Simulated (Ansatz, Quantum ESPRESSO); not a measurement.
# Predicting the next point of a tunnelling series: CaO(001) barriers between ZrN(100) leads

How the rows were computed: Quantum ESPRESSO 7.5 (pw.x, pwcond.x), PBE, PseudoDojo norm-conserving; geometry as built. T is the transmission per spin at the Fermi level, averaged over the mesh across the current, in a cell of 10.58 Å². The series steps the number of barrier layers.

| width (layers) | T |
| --- | --- |
| 1 | 0.253 |
| 2 | 0.0247 |
| 3 | 0.00348 |
| 4 | 0.000546 |

To predict: What is T at 5 layers?

**Worked estimate.** In the tunnelling regime ln T falls linearly. The last two rows give a slope of ln(0.00348/0.000546)/(4 − 3) = 1.852 per layer, so T(5) ≈ 0.000546 × exp(−1.852 × 1) = 8.57e−5.

**The withheld run.** T = 0.000103; the estimate is 0.83 times that. The slope over the last interval is 1.665: flatter than before. Points of the mesh with over 2.5 times the mean carry 96 % of this T, so the value leans on the mesh.

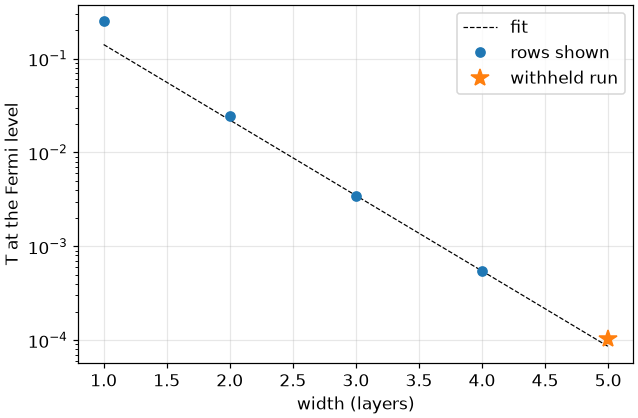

The rows shown, the fit and the withheld run.

**Limits.** Short leads, unrelaxed atoms, a barrier without the image potential and an untested mesh.
